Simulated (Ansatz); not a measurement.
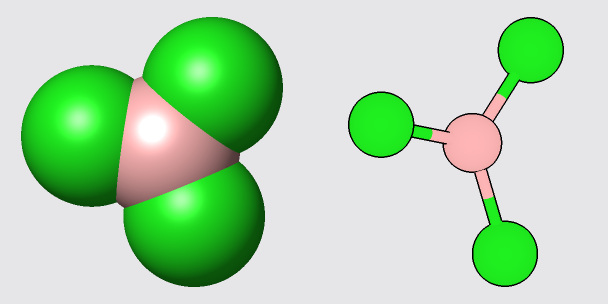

Both panels show the same species. Colours: boron pink, chlorine green.

The geometry was computed by an optimisation with PBE0-D4/def2-TZVP.

What does the picture show?

The molecule is BCl₃. This geometry has D3h symmetry. All atoms lie on one plane. Coordination: 1 B trigonal planar.

The parts below concern this one geometry. Atoms keep their numbers from picture to picture.

### Geometry

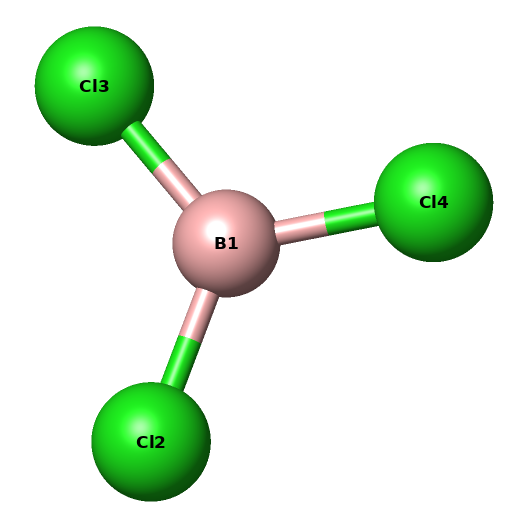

Atoms carry their numbers in the input.

What are the angles Cl2–B1–Cl3?

| angle | degrees |
| --- | --- |
| Cl2–B1–Cl3 | 120.0 |

### Electronic properties

Level of theory: RKS PBE0-D4/def2-TZVPP (Ansatz 0.2.0).

What does the calculation give?

- HOMO energy (Kohn–Sham orbital): −9.09 eV
- LUMO energy (Kohn–Sham orbital): −1.69 eV
- HOMO–LUMO gap: 7.40 eV

### Charges

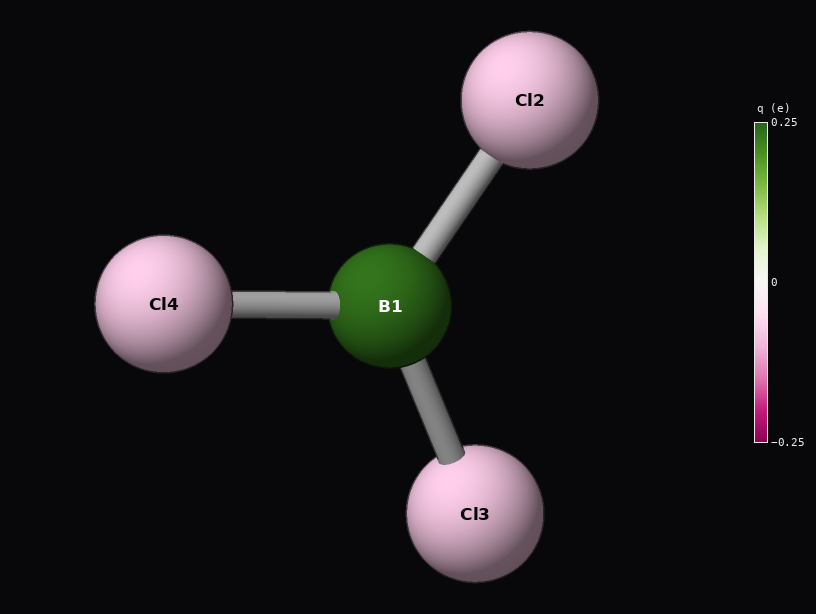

Atoms are coloured by their Mulliken charges. Method: RKS PBE0-D4/def2-TZVP (Ansatz 0.2.0).

Give the Mulliken charges atom by atom.

| atom | value (e) |
| --- | --- |
| B1 | 0.23 |
| Cl2 | −0.08 |
| Cl3 | −0.08 |
| Cl4 | −0.08 |

### Thermal motion

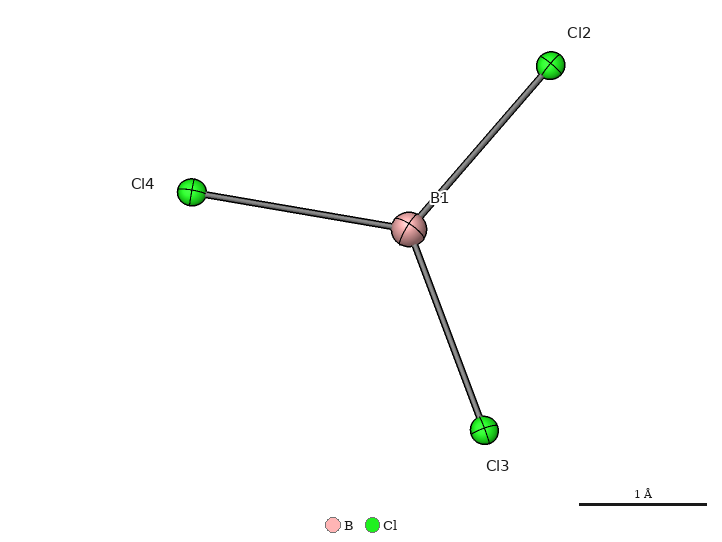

Displacement ellipsoids at the 50 % level, enlarged 2 times, from the internal vibrations of the free molecule (harmonic, no overall translation or rotation; no half-axis is drawn under 0.075 Å). Vibrations computed with RKS PBE0-D4/def2-TZVP (Ansatz 0.2.0). Temperature: 298 K.

List U_eq and the three principal root-mean-square amplitudes for each kind of atom.

| atom | U_eq (Å²) | rms amplitudes (Å) |
| --- | --- | --- |
| B1 | 0.0026 | 0.045, 0.045, 0.062 |
| Cl2, Cl3, Cl4 | 0.00089 | 0.006, 0.035, 0.037 |

Mulliken values depend strongly on the basis set and can even reverse the polarity of a bond.
